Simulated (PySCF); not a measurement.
```xyz
35

Si    0.2708    0.1153    0.5027
C     0.3029    0.0354    2.3835
C    -1.0736   -0.1744    3.0076
H     0.7673    0.9603    2.7731
H     0.9863   -0.7823    2.6725
H    -1.0335   -0.2236    4.1074
H    -1.7655    0.6379    2.7335
H    -1.5288   -1.1123    2.6506
N     1.9332    0.0533    0.0056
C     2.3785    0.2141   -1.3608
C     2.6611    1.6557   -1.7633
H     2.6326    0.3160    0.6921
H     3.2805   -0.4009   -1.5425
H     1.5988   -0.2050   -2.0195
H     1.7607    2.2763   -1.6363
H     2.9874    1.7261   -2.8135
H     3.4566    2.0908   -1.1363
N    -0.7015    1.4962    0.1029
C    -1.2571    1.8307   -1.1868
C    -2.7553    2.0902   -1.1430
H    -0.7494    2.2512    0.7788
H    -0.7522    2.7099   -1.6365
H    -1.0530    0.9889   -1.8687
H    -3.2953    1.2014   -0.7806
H    -3.1483    2.3536   -2.1383
H    -2.9922    2.9217   -0.4591
N    -0.5018   -1.1777   -0.3530
C     0.0442   -2.4955   -0.5767
C    -0.4144   -3.5395    0.4324
H    -1.5124   -1.1317   -0.4295
H    -0.2004   -2.8441   -1.5984
H     1.1423   -2.4082   -0.5410
H    -0.1040   -3.2618    1.4522
H     0.0036   -4.5331    0.2042
H    -1.5131   -3.6318    0.4341
```

Geometry: PBE0-D3(BJ)/def2-SVP.

Method: PBE0/pcSseg-1, SCF density, gas phase, non-relativistic (PySCF 2.14.0).

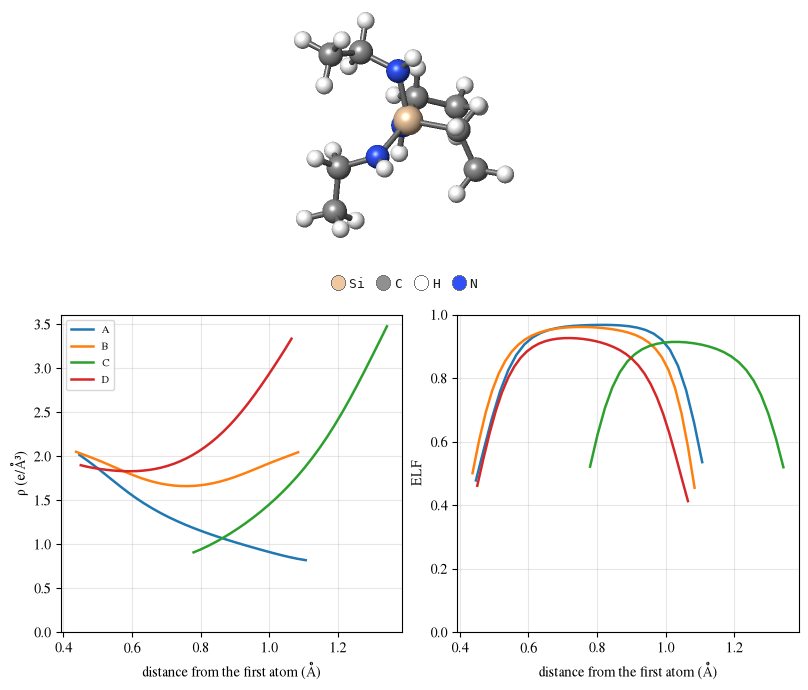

C8H23N3Si (SMILES CCN[Si](CC)(NCC)NCC). Total electron density and electron localisation function along straight lines between neighbouring atoms. The curves leave out the atomic cores. The structure is drawn too.

### Which curve belongs to which contact (C–C, C–N, C–Si and Si–N)? The first atom named is at distance zero.

Curve A: C–Si (1.88 Å): the density is about 0.97 e/Å³ at the midpoint; the ELF peaks at about 0.95 between the atoms: a covalent bond. Curve B: C–C (1.52 Å): ρ at the midpoint is about 1.7 e/Å³; the ELF peaks at about 0.95 between the atoms: a covalent bond. Curve C: Si–N (1.73 Å): the density is about 1.1 e/Å³ at the midpoint; the ELF peaks at about 0.90 between the atoms; a shared but strongly polarised pair. Curve D: C–N (1.44 Å): ρ at the midpoint is about 1.9 e/Å³; the ELF peaks at about 0.95 between the atoms: a covalent bond.
